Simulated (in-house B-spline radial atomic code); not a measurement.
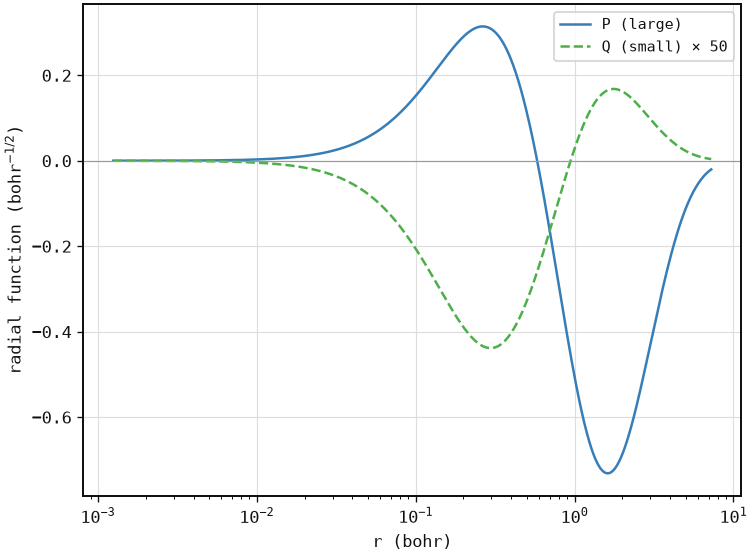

Atomic sulfur (S) in the configuration [Ne] 3s2 3p4 (open shells shared over both j by 2j + 1). Level of theory: Dirac-Hartree-Fock, average of configuration, Fermi nucleus, basis-set limit. Computed with an in-house B-spline radial code.

The plot shows the large and small radial components of the 3p3/2 spinor.

> Describe it and give its main numbers.

The spinor has κ = −2: the large component has l = 1 and 1 radial node (r = 0.582 bohr), the small one has l = 2. The small component carries 0.0048 % of the norm; ⟨r⟩ = 2.07 bohr and the eigenvalue is −11.6 eV.
